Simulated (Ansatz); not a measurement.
# C3H12AlN (SMILES C[N+](C)(C)[AlH3-]): levels of theory compared

We compute a comparison of 5 runs (HF/STO-3G, HF/3-21G, PBE0/def2-SVP, SVWN5/def2-SVP, r2SCAN/def2-SVP) of C3H12AlN. 

The calculation is run with Ansatz 0.2.0.

8 further runs of the same task are left out: 3 that didn't finish, 5 set aside as unsound or not needed. Runs told in other sessions of the task aren't counted.

## 1. The structure to begin with

C3H12AlN: 17 atoms, total charge 0, spin state singlet. As SMILES, `C[N+](C)(C)[AlH3-]`. Geometry: relaxed at PBE0-D4/def2-TZVP.

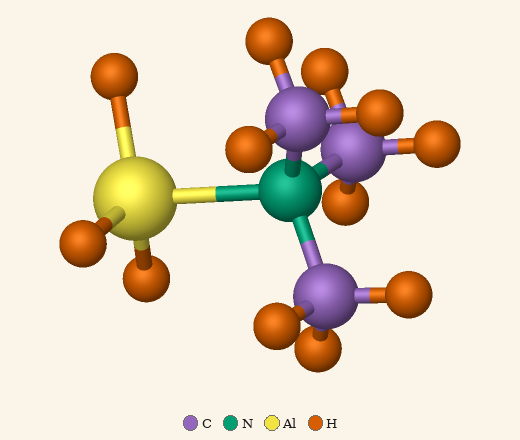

Viewed from a chosen angle; carbon purple, nitrogen teal, aluminium yellow, hydrogen orange.

## 2. Energy and forces at HF/STO-3G (run 1)

Input file in.yaml:

```yaml
crystal:
  periodic: [false, false, false]
  atoms:
    - {symbol: C, position_ang: [-0.410030, 0.333490, -1.422360]}
    - {symbol: N, position_ang: [0.091540, -0.040900, -0.095470]}
    - {symbol: C, position_ang: [1.374430, 0.621560, 0.164800]}
    - {symbol: C, position_ang: [0.248370, -1.496930, -0.007280]}
    - {symbol: Al, position_ang: [-1.266110, 0.565730, 1.320390]}
    - {symbol: H, position_ang: [-0.544290, 1.414480, -1.463590]}
    - {symbol: H, position_ang: [0.293440, 0.022320, -2.203250]}
    - {symbol: H, position_ang: [-1.374660, -0.145770, -1.589950]}
    - {symbol: H, position_ang: [1.721230, 0.353090, 1.162760]}
    - {symbol: H, position_ang: [1.236220, 1.701960, 0.121050]}
    - {symbol: H, position_ang: [2.123090, 0.318450, -0.576240]}
    - {symbol: H, position_ang: [0.596680, -1.760740, 0.991400]}
    - {symbol: H, position_ang: [0.969260, -1.853650, -0.751970]}
    - {symbol: H, position_ang: [-0.717070, -1.973220, -0.178530]}
    - {symbol: H, position_ang: [-1.270920, 2.146180, 1.036030]}
    - {symbol: H, position_ang: [-2.552060, -0.268800, 0.842230]}
    - {symbol: H, position_ang: [-0.519120, 0.062750, 2.649950]}
basis:
  gaussian:
    orbitals: STO-3G
hamiltonian:
  xc: hf
accuracy: high
output: {forces: true, orbitals: {seedname: orbitals}}
```

On the command line:

```bash
$ ansatz run in.yaml --threads 1 --pin off --max-ram 3480MiB --events-out events.jsonl --progress --plain --runs-dir runs
```

Standard output, shortened:

```text
Warning: RAYON_NUM_THREADS=1 ignored (pool sized by the plan → 1); use --threads N
Functional definition: HF
  name "HF"
[...]
947 factors; integrals over basis functions are off by at most 3.1e-9 eV
[...]
mean field -11209.87888034 eV, -411.9554505238 hartree, gradient 1.2e-8 eV, S^2 0.000000; 0 other end points of the search recorded, 0 dependent functions left out
[...]
reference -11209.87888034 eV, -411.9554505238 hartree; 25, 25 occupied and 16, 16 virtual orbitals, 947 factors
Total energy: -11209.87888034 eV, -411.9554505238 hartree
Atom 0 at    -0.410030     0.333490    -1.422360 Å, force    -0.341089     0.296462    -1.425393 eV/Å
Atom 1 at     0.091540    -0.040900    -0.095470 Å, force    -1.418175     0.633810     1.480355 eV/Å
Atom 2 at     1.374430     0.621560     0.164800 Å, force     1.377820     0.574489     0.102234 eV/Å
Atom 3 at     0.248370    -1.496930    -0.007280 Å, force     0.293456    -1.465575    -0.063201 eV/Å
Atom 4 at    -1.266110     0.565730     1.320390 Å, force    -0.661748     0.295395     0.690359 eV/Å
Atom 5 at    -0.544290     1.414480    -1.463590 Å, force     0.031800    -0.094825    -0.042096 eV/Å
Atom 6 at     0.293440     0.022320    -2.203250 Å, force    -0.215367     0.107328     0.093450 eV/Å
Atom 7 at    -1.374660    -0.145770    -1.589950 Å, force     0.099221     0.031214    -0.031828 eV/Å
Atom 8 at     1.721230     0.353090     1.162760 Å, force     0.015169     0.018068    -0.105728 eV/Å
Atom 9 at     1.236220     1.701960     0.121050 Å, force     0.053788    -0.091339    -0.021857 eV/Å
Atom 10 at     2.123090     0.318450    -0.576240 Å, force    -0.089149     0.127391     0.206395 eV/Å
Atom 11 at     0.596680    -1.760740     0.991400 Å, force     0.001040    -0.009046    -0.107972 eV/Å
Atom 12 at     0.969260    -1.853650    -0.751970 Å, force    -0.169177    -0.022896     0.193680 eV/Å
Atom 13 at    -0.717070    -1.973220    -0.178530 Å, force     0.106691     0.008438    -0.013451 eV/Å
Atom 14 at    -1.270920     2.146180     1.036030 Å, force     0.022009    -2.542806     0.441514 eV/Å
Atom 15 at    -2.552060    -0.268800     0.842230 Å, force     2.078103     1.333256     0.752426 eV/Å
Atom 16 at    -0.519120     0.062750     2.649950 Å, force    -1.184391     0.800635    -2.148887 eV/Å
Dipole moment:     0.707936    -0.316308    -0.738295 e Å
```

It took 2.2 s on 1 thread of Intel Xeon Platinum 8488C (Sapphire Rapids), shared host; peak memory 0.12 GiB.

## 3. Energy and forces at HF/3-21G (run 2)

Input file molecule.yaml:

```yaml
crystal:
  periodic: [false, false, false]
  atoms:
    - {symbol: C, position_ang: [-0.410030, 0.333490, -1.422360]}
    - {symbol: "N", position_ang: [0.091540, -0.040900, -0.095470]}
    - {symbol: C, position_ang: [1.374430, 0.621560, 0.164800]}
    - {symbol: C, position_ang: [0.248370, -1.496930, -0.007280]}
    - {symbol: Al, position_ang: [-1.266110, 0.565730, 1.320390]}
    - {symbol: H, position_ang: [-0.544290, 1.414480, -1.463590]}
    - {symbol: H, position_ang: [0.293440, 0.022320, -2.203250]}
    - {symbol: H, position_ang: [-1.374660, -0.145770, -1.589950]}
    - {symbol: H, position_ang: [1.721230, 0.353090, 1.162760]}
    - {symbol: H, position_ang: [1.236220, 1.701960, 0.121050]}
    - {symbol: H, position_ang: [2.123090, 0.318450, -0.576240]}
    - {symbol: H, position_ang: [0.596680, -1.760740, 0.991400]}
    - {symbol: H, position_ang: [0.969260, -1.853650, -0.751970]}
    - {symbol: H, position_ang: [-0.717070, -1.973220, -0.178530]}
    - {symbol: H, position_ang: [-1.270920, 2.146180, 1.036030]}
    - {symbol: H, position_ang: [-2.552060, -0.268800, 0.842230]}
    - {symbol: H, position_ang: [-0.519120, 0.062750, 2.649950]}
basis:
  gaussian: {orbitals: 3-21G.json}
hamiltonian: {xc: hf}
accuracy: high
output: {forces: true, orbitals: {seedname: orbitals}}
```

The basis set 3-21G is read from a file made from the Basis Set Exchange's data (not shown).

On the command line:

```bash
$ ansatz run molecule.yaml --threads 1 --pin off --max-ram 3480MiB --events-out events.jsonl --progress --plain --runs-dir runs
```

Standard output, shortened:

```text
Warning: RAYON_NUM_THREADS=1 ignored (pool sized by the plan → 1); use --threads N
[... 2 set-up lines as earlier in the session ...]
[...]
1899 factors; integrals over basis functions are off by at most 4.3e-9 eV
[...]
mean field -11283.44704104 eV, -414.6590305630 hartree, gradient 1.9e-8 eV, S^2 0.000000; 0 other end points of the search recorded, 0 dependent functions left out
[...]
reference -11283.44704104 eV, -414.6590305630 hartree; 25, 25 occupied and 48, 48 virtual orbitals, 1899 factors
Total energy: -11283.44704104 eV, -414.6590305630 hartree
Atom 0 at    -0.410030     0.333490    -1.422360 Å, force    -0.526320     0.364700    -1.047261 eV/Å
Atom 1 at     0.091540    -0.040900    -0.095470 Å, force    -0.494974     0.221290     0.517317 eV/Å
Atom 2 at     1.374430     0.621560     0.164800 Å, force     1.014182     0.613405     0.322173 eV/Å
[...]
Atom 7 at    -1.374660    -0.145770    -1.589950 Å, force     0.321230     0.159451     0.003685 eV/Å
Atom 8 at     1.721230     0.353090     1.162760 Å, force    -0.064946     0.097851    -0.338757 eV/Å
Atom 9 at     1.236220     1.701960     0.121050 Å, force     0.093981    -0.345843     0.003311 eV/Å
Atom 10 at     2.123090     0.318450    -0.576240 Å, force    -0.249889     0.096008     0.240603 eV/Å
Atom 11 at     0.596680    -1.760740     0.991400 Å, force    -0.093751     0.042348    -0.343278 eV/Å
Atom 12 at     0.969260    -1.853650    -0.751970 Å, force    -0.235935     0.122677     0.242279 eV/Å
Atom 13 at    -0.717070    -1.973220    -0.178530 Å, force     0.337594     0.112629     0.041230 eV/Å
Atom 14 at    -1.270920     2.146180     1.036030 Å, force    -0.052442     0.218956     0.018955 eV/Å
Atom 15 at    -2.552060    -0.268800     0.842230 Å, force    -0.211146    -0.079889    -0.005191 eV/Å
Atom 16 at    -0.519120     0.062750     2.649950 Å, force     0.040750    -0.039331     0.218629 eV/Å
Dipole moment:     0.785901    -0.351144    -0.819590 e Å
```

It took 2.9 s on 1 thread of Intel Xeon Platinum 8488C (Sapphire Rapids), shared host; peak memory 0.22 GiB.

Runs 3 to 4 aren't shown in full; the table further down has their settings and results.

## 4. Energy and forces at r2SCAN/def2-SVP (run 5)

Input file job.yaml:

```yaml
crystal:
  periodic: [false, false, false]
  atoms:
    - {symbol: C, position_ang: [-0.410030, 0.333490, -1.422360]}
    - {symbol: N, position_ang: [0.091540, -0.040900, -0.095470]}
    - {symbol: C, position_ang: [1.374430, 0.621560, 0.164800]}
    - {symbol: C, position_ang: [0.248370, -1.496930, -0.007280]}
    - {symbol: Al, position_ang: [-1.266110, 0.565730, 1.320390]}
    - {symbol: H, position_ang: [-0.544290, 1.414480, -1.463590]}
    - {symbol: H, position_ang: [0.293440, 0.022320, -2.203250]}
    - {symbol: H, position_ang: [-1.374660, -0.145770, -1.589950]}
    - {symbol: H, position_ang: [1.721230, 0.353090, 1.162760]}
    - {symbol: H, position_ang: [1.236220, 1.701960, 0.121050]}
    - {symbol: H, position_ang: [2.123090, 0.318450, -0.576240]}
    - {symbol: H, position_ang: [0.596680, -1.760740, 0.991400]}
    - {symbol: H, position_ang: [0.969260, -1.853650, -0.751970]}
    - {symbol: H, position_ang: [-0.717070, -1.973220, -0.178530]}
    - {symbol: H, position_ang: [-1.270920, 2.146180, 1.036030]}
    - {symbol: H, position_ang: [-2.552060, -0.268800, 0.842230]}
    - {symbol: H, position_ang: [-0.519120, 0.062750, 2.649950]}
basis:
  gaussian:
    orbitals: def2-SVP
accuracy: high
magnetization:
  spin_polarized: false
hamiltonian:
  xc: {name: r2SCAN}
output:
  forces: true
  orbitals: {seedname: orbitals}
```

On the command line:

```bash
$ ansatz run job.yaml --threads 1 --pin off --max-ram 3480MiB --events-out events.jsonl --progress --plain --runs-dir runs
```

Standard output, shortened:

```text
Warning: RAYON_NUM_THREADS=1 ignored (pool sized by the plan → 1); use --threads N
Functional definition: r2SCAN
  name "r2SCAN"
[...]
3414 factors; integrals over basis functions are off by at most 9.1e-9 eV
[...]
mean field -11384.31799754 eV, -418.3659698415 hartree, gradient 5.9e-8 eV, S^2 0.000000; 0 other end points of the search recorded, 0 dependent functions left out
[...]
reference -11384.31799852 eV, -418.3659698777 hartree; 25, 25 occupied and 109, 109 virtual orbitals, 3414 factors
Total energy: -11384.31799852 eV, -418.3659698777 hartree
Atom 0 at    -0.410030     0.333490    -1.422360 Å, force     0.003038    -0.004246     0.030366 eV/Å
Atom 1 at     0.091540    -0.040900    -0.095470 Å, force    -0.042866     0.019267     0.045541 eV/Å
Atom 2 at     1.374430     0.621560     0.164800 Å, force    -0.028796    -0.009270     0.001560 eV/Å
[...]
Atom 7 at    -1.374660    -0.145770    -1.589950 Å, force    -0.277869    -0.129195    -0.064698 eV/Å
Atom 8 at     1.721230     0.353090     1.162760 Å, force     0.114057    -0.065921     0.284110 eV/Å
Atom 9 at     1.236220     1.701960     0.121050 Å, force    -0.022413     0.312338    -0.008319 eV/Å
Atom 10 at     2.123090     0.318450    -0.576240 Å, force     0.215886    -0.081640    -0.206341 eV/Å
Atom 11 at     0.596680    -1.760740     0.991400 Å, force     0.099337    -0.093539     0.282103 eV/Å
Atom 12 at     0.969260    -1.853650    -0.751970 Å, force     0.202701    -0.107044    -0.208381 eV/Å
Atom 13 at    -0.717070    -1.973220    -0.178530 Å, force    -0.269641    -0.152854    -0.046234 eV/Å
Atom 14 at    -1.270920     2.146180     1.036030 Å, force    -0.005991     0.035660     0.000265 eV/Å
Atom 15 at    -2.552060    -0.268800     0.842230 Å, force    -0.032741    -0.014542    -0.003883 eV/Å
Atom 16 at    -0.519120     0.062750     2.649950 Å, force     0.009794    -0.008034     0.033803 eV/Å
Dipole moment:     0.750517    -0.335337    -0.782686 e Å
```

It took 27 s on 1 thread of Intel Xeon Platinum 8488C (Sapphire Rapids), shared host; peak memory 0.66 GiB.

## 5. All runs side by side

```csv
run,level,energy (Eh),dipole moment (D),HOMO energy (eV),LUMO energy (eV),wall time
1,HF/STO-3G,-411.955451,5.14,-7.62,13.79,2.2 s
2,HF/3-21G,-414.659031,5.71,-10.24,4.02,2.9 s
3,PBE0/def2-SVP,-418.175214,5.42,-7.29,0.71,22 s
4,SVWN5/def2-SVP,-415.827262,5.32,-6.06,-0.43,14 s
5,r2SCAN/def2-SVP,-418.365970,5.45,-6.34,0.30,27 s
```

## 6. Outcome

```
                       quantity          value
            run 5: total energy  -418.36597 Eh
           run 5: dipole moment         5.45 D
             run 5: HOMO energy       -6.34 eV
             run 5: LUMO energy        0.30 eV
           run 5: HOMO–LUMO gap        6.63 eV
run 5: largest force on an atom     0.313 eV/Å
```

In words: The dipole moment (its size) runs from 5.14 D (HF/STO-3G) to 5.71 D (HF/3-21G). The HOMO–LUMO gap runs from 5.63 eV (SVWN5/def2-SVP) to 21.42 eV (HF/STO-3G). The two ends differ in method and basis. Totals of different functionals can't be ranked against each other. In run 1 the basis is minimal, so the values are rough. All runs together took 68 s, the longest 27 s.
